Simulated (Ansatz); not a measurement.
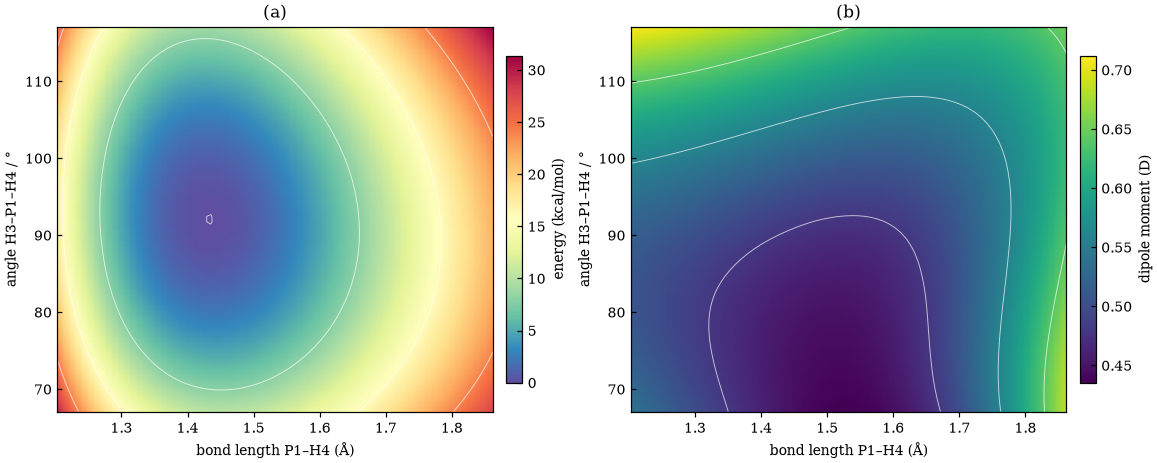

H₃PS, SMILES PS. 
- The first coordinate is: bond length P1–H4; the second: angle H3–P1–H4.
- Nothing is relaxed (all other coordinates rigid).
- The scan uses a 15 × 15 grid.
- Points are written as (first, second).
- Energies are in kcal/mol, from the lowest grid point.
- The calculation used Ansatz, RKS SPW92 (LDA)/def2-TZVP.

Panel (a) is the energy; panel (b) is the computed dipole moment, in D.

The picture shows a smooth colour map with a few white contour lines. Between grid points the surface is interpolated.

How does the dipole moment vary over the map, and what is it at the lowest grid point?

Leaving out the highest fifth of the energies, it runs from 0.44 D at (1.533 Å, 67.1°) to 0.70 D at (1.250 Å, 117.1°). At the lowest grid point, (1.439 Å, 92.1°), it is 0.49 D.

```csv
"angle H3–P1–H4 ↓, bond length P1–H4 →",1.203,1.250,1.297,1.345,1.392,1.439,1.486,1.533,1.580,1.627,1.674,1.721,1.768,1.815,1.862
117.1,0.71,0.70,0.70,0.69,0.68,0.66,0.65,0.64,0.63,0.62,0.62,0.62,0.62,0.63,0.65
113.5,0.68,0.67,0.66,0.65,0.64,0.63,0.62,0.61,0.60,0.60,0.59,0.60,0.61,0.62,0.64
109.9,0.64,0.64,0.63,0.62,0.61,0.60,0.59,0.58,0.58,0.57,0.57,0.58,0.59,0.61,0.63
106.4,0.61,0.60,0.60,0.59,0.58,0.57,0.56,0.56,0.55,0.55,0.55,0.56,0.58,0.60,0.62
102.8,0.58,0.58,0.57,0.56,0.55,0.55,0.54,0.53,0.53,0.53,0.54,0.55,0.57,0.59,0.62
99.2,0.56,0.55,0.55,0.54,0.53,0.52,0.52,0.51,0.51,0.51,0.52,0.54,0.56,0.59,0.62
95.7,0.54,0.53,0.53,0.52,0.51,0.50,0.50,0.49,0.49,0.50,0.51,0.53,0.55,0.59,0.63
92.1,0.53,0.52,0.51,0.50,0.49,0.49,0.48,0.48,0.48,0.49,0.50,0.52,0.55,0.59,0.63
88.5,0.52,0.51,0.50,0.49,0.48,0.47,0.47,0.47,0.47,0.48,0.50,0.52,0.55,0.59,0.64
84.9,0.51,0.50,0.49,0.48,0.47,0.46,0.46,0.46,0.46,0.47,0.49,0.52,0.56,0.60,0.65
81.4,0.51,0.50,0.49,0.48,0.46,0.46,0.45,0.45,0.46,0.47,0.49,0.52,0.56,0.61,0.66
77.8,0.51,0.50,0.49,0.47,0.46,0.45,0.45,0.45,0.45,0.47,0.49,0.52,0.57,0.61,0.67
74.2,0.52,0.50,0.49,0.47,0.46,0.45,0.44,0.44,0.45,0.47,0.49,0.53,0.57,0.62,0.68
70.7,0.53,0.51,0.49,0.48,0.46,0.45,0.44,0.44,0.45,0.46,0.49,0.52,0.57,0.62,0.68
67.1,0.54,0.52,0.50,0.48,0.46,0.45,0.44,0.44,0.44,0.46,0.48,0.52,0.57,0.62,0.69
```
